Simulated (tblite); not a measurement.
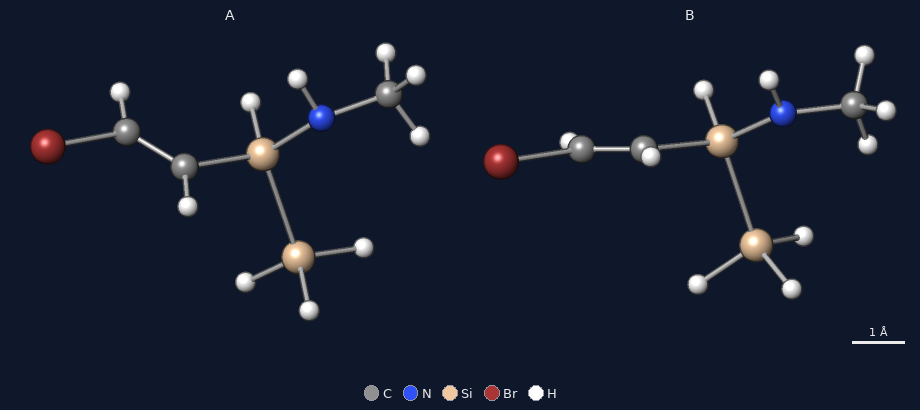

Two geometries of C3H10BrNSi2, drawn at one scale. One is the start of a relaxation, the other its converged end. Style: ball-and-stick. Shown at a tilt.

Method: GFN2-xTB geometry optimisation, gas phase (tblite). 

Question: Which of the two is the end point?

Answer: Structure B is the relaxed one. The largest move after the best rigid fit is that of an H atom, 1.13 Å. By element the largest moves are H 1.13 Å, C 0.42 Å, Br 0.37 Å, Si 0.26 Å, N 0.10 Å. Near-neighbour distances that change, for instance: C–Si 1.827 → 1.887 Å, Br–C 1.860 → 1.909 Å, H–Si 1.505 → 1.466 Å, Si–Si 2.345 → 2.315 Å. Among the angles between lasting bonds that change: Si–N–H 107.7° → 118.6°, N–Si–H 105.0° → 114.1°, N–Si–Si 114.3° → 108.7°. Groups turn about C–Si by about 40°, Si–Si by about 20°. After 132 geometry steps the energy has fallen by 0.299 eV.
